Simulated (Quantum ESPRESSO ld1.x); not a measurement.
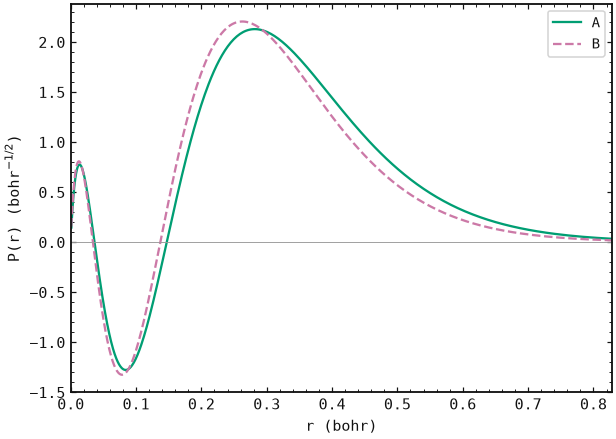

Two nuclei with the same 11 electrons, [Ne] 3s1 (high spin), were computed: I⁴²⁺; Sn³⁹⁺. Level of theory: scalar-relativistic Kohn-Sham, LDA (Slater exchange, VWN5 correlation), spin-polarised, spherical densities, point nucleus. Computed with Quantum ESPRESSO ld1.x 7.5.

The plot shows P(r) = r R(r) of the 3s up orbital in both runs (large components where relativistic).

Question: Assign A and B.

Answer: A is Sn³⁹⁺ (⟨r⟩ = 0.296 bohr, eigenvalue −2735 eV); B is I⁴²⁺ (⟨r⟩ = 0.276 bohr, eigenvalue −3156 eV). The larger nuclear charge pulls the orbital in.
